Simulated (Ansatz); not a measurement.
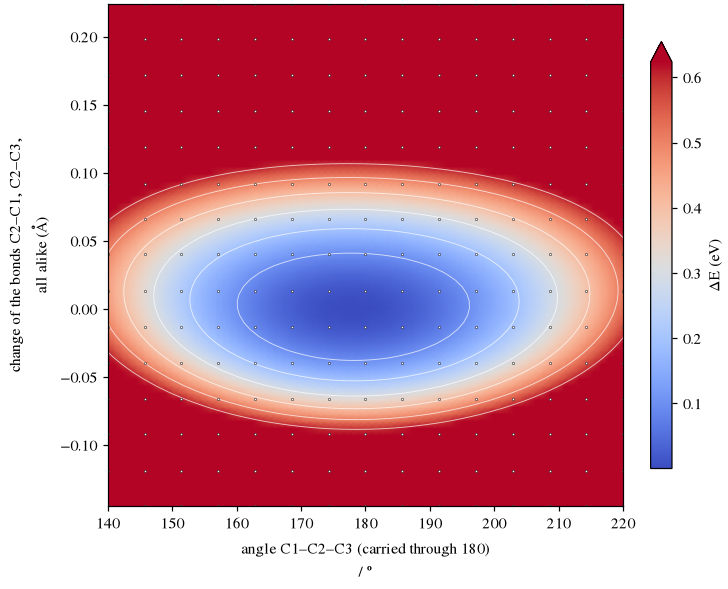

C4H6FN, SMILES C=C=C(F)CN. Coordinates scanned: (1) angle C1–C2–C3 (carried through 180); (2) change of the bonds C2–C1, C2–C3, all alike. Nothing is relaxed (all other coordinates rigid). The scan uses a 15 × 15 grid. Points are written as (first, second). All energies are given in eV relative to the relaxed molecule at the same level. Method: RKS PBE-D4/def2-SVP in Ansatz.

The picture shows a smooth colour map with a few white contour lines, dots at the grid points, one colour for all values above the top of the scale. Between grid points the surface is interpolated.

Where is the minimum, and how stiff is the well along each coordinate?

The interpolated minimum is at the first coordinate ≈ 178.0°, the second coordinate ≈ 0.000 Å. The curvatures there are about 2 eV/rad² and 129 eV/Å², with a cross term of about 0 eV/(rad·Å). Round the minimum the two coordinates are nearly uncoupled.
